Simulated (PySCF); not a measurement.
# GeH2 (SMILES [GeH2]) at SVWN5/ccECP-cc-pVDZ (core potential)

Aim: the vertical ionisation energy of GeH2 at SVWN5/ccECP-cc-pVDZ (core potential), from 2 runs. Input form: a Python script.

The calculation is run with PySCF 2.14.0.

5 further runs of the same task are left out: 5 set aside as unsound or not needed.

**1. Starting point**

GeH2 has 3 atoms, charge 0, and is taken as a singlet. As SMILES, `[GeH2]`. The coordinates come from a PBE0-D4/def2-TZVP relaxation.

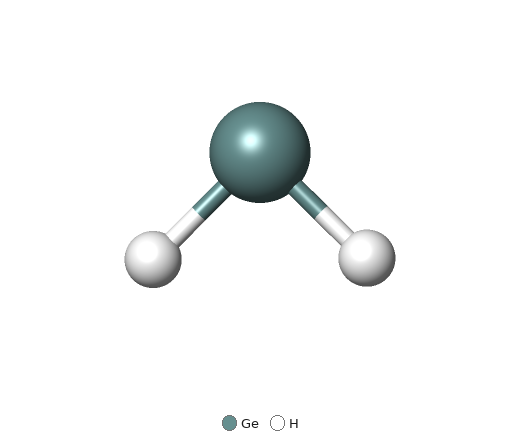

The structure, seen from a chosen angle (germanium teal, hydrogen white).

**2. A single-point energy at SVWN5/ccECP-cc-pVDZ (core potential)**

Contents of calc.py:

```python
# [GeH2]
from pyscf import gto, dft

system = gto.M(
    atom=[
    ('Ge', (-0.570100, 0.405100, -0.263700)),
    ('H', (0.783000, 0.743600, 0.509000)),
    ('H', (-0.212900, -1.148700, -0.245300)),
],
    spin=0,
    ecp='ccecp',
    max_memory=1860,
    basis='ccecp-cc-pvdz',
    verbose=3,
)

mf = dft.RKS(system)
mf.xc = 'svwn'
mf.conv_tol = 1e-10
mf.grids.level = 5
mf.kernel()
if not mf.converged:
    mf = mf.newton().run(mf.mo_coeff, mf.mo_occ)

etot = mf.e_tot
print('Final energy', etot)
```

On the command line:

```sh
$ OMP_NUM_THREADS=1 python calc.py
```

What it wrote:

```text
converged SCF energy = -4.92151033819463
Final energy -4.921510338194626
```

Wall time 1.4 s (1 thread of Arm Neoverse V1, shared host); peak memory 0.14 GiB.

**3. The doublet cation at the same level**

Contents of run.py:

```python
from pyscf import gto, dft

mol = gto.Mole()
mol.atom = '''
Ge      -0.570100       0.405100      -0.263700
H        0.783000       0.743600       0.509000
H       -0.212900      -1.148700      -0.245300
'''
mol.ecp = 'ccecp'
mol.basis = 'ccecp-cc-pvdz'
mol.verbose = 4
mol.charge = 1
mol.spin = 1
mol.max_memory = 1860
mol.build()

mf = dft.UKS(mol)
mf.xc = 'svwn'
mf.conv_tol = 1e-10
mf.grids.level = 5
mf.kernel()
if not mf.converged:
    mf = mf.newton().run(mf.mo_coeff, mf.mo_occ)

etot = mf.e_tot
print('Final energy', etot)
```

On the command line:

```sh
$ OMP_NUM_THREADS=1 python run.py
```

What it wrote:

```text
PySCF version 2.14.0

[INPUT] num. atoms = 3
[INPUT] num. electrons = 5
[INPUT] charge = 1
[INPUT] spin (= nelec alpha-beta = 2S) = 1
[INPUT] symmetry False subgroup None
[INPUT] Mole.unit = angstrom
[INPUT] Symbol           X                Y                Z      unit          X                Y                Z       unit  Magmom
[INPUT]  1 Ge    -0.570100000000   0.405100000000  -0.263700000000 AA   -1.077332863615   0.765528053061  -0.498320779048 Bohr   0.0
[INPUT]  2 H      0.783000000000   0.743600000000   0.509000000000 AA    1.479655555534   1.405200346227   0.961870597404 Bohr   0.0
[INPUT]  3 H     -0.212900000000  -1.148700000000  -0.245300000000 AA   -0.402322691920  -2.170728399288  -0.463549818356 Bohr   0.0

nuclear repulsion = 2.88841508486013
number of shells = 11
number of NR pGTOs = 69
number of NR cGTOs = 23
basis = ccecp-cc-pvdz
ecp = ccecp

[... 73 lines left out ...]
converged SCF energy = -4.57617601196546  <S^2> = 0.75101484  2S+1 = 2.0010146
Final energy -4.576176011965461
```

Run time: 1.9 s. Hardware: 1 thread of Arm Neoverse V1, shared host; peak memory 0.14 GiB.

**4. Outcome**

At SVWN5/ccECP-cc-pVDZ (core potential):

| quantity | value |
| --- | --- |
| singlet GeH2: total energy | -4.92151 Eh |
| singlet GeH2: dipole moment | 0.57 D |
| singlet GeH2: HOMO energy | -5.84 eV |
| singlet GeH2: LUMO energy | -4.02 eV |
| singlet GeH2: HOMO–LUMO gap | 1.82 eV |
| doublet cation: total energy | -4.57618 Eh |
| doublet cation: HOMO energy (highest over α and β) | -14.30 eV |
| doublet cation: LUMO energy (lowest over α and β) | -12.93 eV |
| doublet cation: ⟨S²⟩ | 0.751 |
| vertical ionisation energy (to the doublet cation) | 9.397 eV |

Removing an electron at fixed nuclei costs 9.40 eV (907 kJ/mol). −ε(HOMO) before ionisation, 5.84 eV, is 3.56 eV below this ionisation energy. Mulliken charges (singlet GeH2) run from -0.05 on H2 to +0.09 on Ge1; they depend strongly on the basis. Mulliken charges (doublet cation) run from +0.11 on H2 to +0.78 on Ge1; they depend strongly on the basis.
